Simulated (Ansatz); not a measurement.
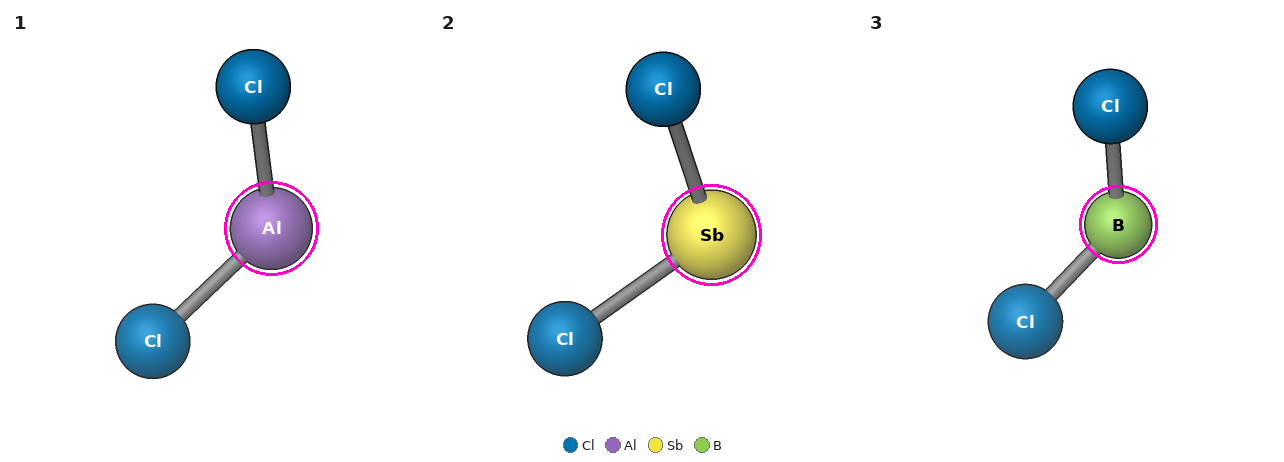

3 molecules with one skeleton, seen from the same side and at one scale; the atom that differs is circled. Charge 0, doublet. Computed geometries: PBE0-D4/def2-TZVP optimisations, one conformation each. Properties computed with Ansatz 0.2.0. Elements past Kr carry core potentials.

One atom differs, called X below: Al in panel 1, Sb in panel 2, B in panel 3. Their formulas are AlCl2 (`[Cl][Al][Cl]`), SbCl2 (`[Cl][Sb][Cl]`), BCl2 (`Cl[B]Cl`).

> Rank them by the angle Cl–X–Cl, lowest first (PBE0-D4/def2-TZVP).

2 (Sb), 1 (Al), 3 (B).

> Rank them by the harmonic zero-point energy, lowest first (PBE0-D4/def2-TZVP).

2 (Sb), 1 (Al), 3 (B).

Give the values. With PBE0-D4/def2-TZVP: mean length of X–Cl (Å), angle Cl–X–Cl (°), harmonic zero-point energy (kJ/mol). With ωB97M-V/def2-TZVPP: dipole moment (D).

```json
{"quantity": "mean length of X–Cl (Å)", "1 (Al)": "2.102", "2 (Sb)": "2.337", "3 (B)": "1.720"}
{"quantity": "angle Cl–X–Cl (°)", "1 (Al)": "118.9", "2 (Sb)": "98.6", "3 (B)": "125.4"}
{"quantity": "dipole moment (D)", "1 (Al)": "1.62", "2 (Sb)": "2.64", "3 (B)": "0.33"}
{"quantity": "harmonic zero-point energy (kJ/mol)", "1 (Al)": "7.0", "2 (Sb)": "5.2", "3 (B)": "11.9"}
```
